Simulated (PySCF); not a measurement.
Molecule: SMILES Oc1ccc([SiH3])s1 (C4H6OSSi). Atoms near the plane z = 1.2 Å, at the GFN2-xTB optimised geometry (x, y, z in Å): O1 (-1.4, -2.9, 0.0), C2 (-0.6, -1.8, 0.0), C3 (0.8, -1.8, 0.0), C4 (1.3, -0.5, 0.0), C5 (0.4, 0.5, 0.0), Si6 (0.6, 2.3, 0.0), S7 (-1.3, -0.2, 0.0), H8 (-2.3, -2.6, 0.0), H9 (1.3, -2.7, 0.0), H10 (2.3, -0.3, 0.0), H11 (2.0, 2.6, 0.0), H13 (0.0, 2.9, 1.2).

Computed with PySCF with B3LYP/def2-TZVP. The values are rescaled to run from 0 to 1.

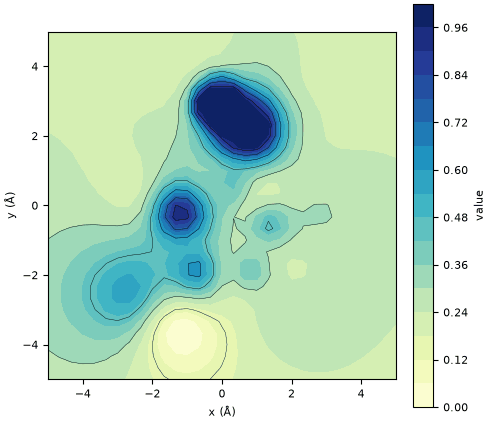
Fig. 1. a field on the plane z = 1.2 Å.

**Question.** Which quantity is mapped?
(A) log10 of the electron density
(B) electron localisation function
(C) electrostatic potential
(D) an orbital amplitude

**Answer.** C, electrostatic potential. In full: electrostatic potential (hartree/e), clipped to [-0.08, 0.12].
